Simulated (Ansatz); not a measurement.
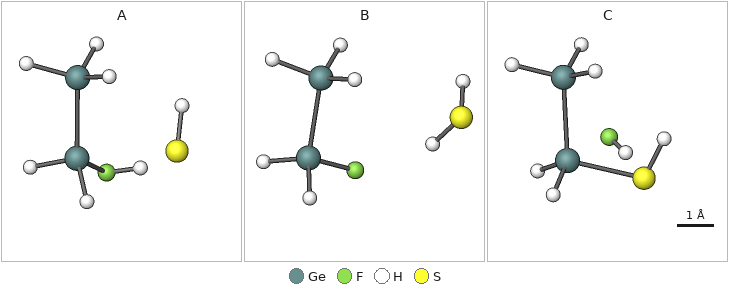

3 geometries from a converged minimum-energy path of Ge$_{2}$H$_{7}$SF, made up at the start of Ge$_{2}$H$_{5}$F and H2S, shuffled. A ball-and-stick model, seen at a tilt.

Theory: RHF/def2-SVP in Ansatz 0.2.0. Settings: 7 movable images; climbing image; force threshold 0.05 eV/Å; iteration limit 60; starting path through a guess of the saddle point.

Q: Which frame is the top of the path?

A: A. In order along the path, whose images run from 0 to 8: B (image 1, +0.6 kJ/mol), A (image 5, +196.2 kJ/mol), C (image 7, +19.5 kJ/mol). Breaking: F–Ge (1.75 → 3.50 Å), H–S (1.34 → 2.44 Å). Forming: F–H (2.31 → 0.91 Å), Ge–S (4.62 → 2.27 Å).

Limits of the set-up: the start holds two separate molecules, 2.3 Å apart at their closest, whose relative position is a soft coordinate and is computed without a dispersion correction; Hartree-Fock leaves out electron correlation.

Cost: 3.3 min on 4 threads of Intel(R) Xeon(R) 6975P-C (Granite Rapids), with other jobs on the host, peak memory 0.41 GiB.
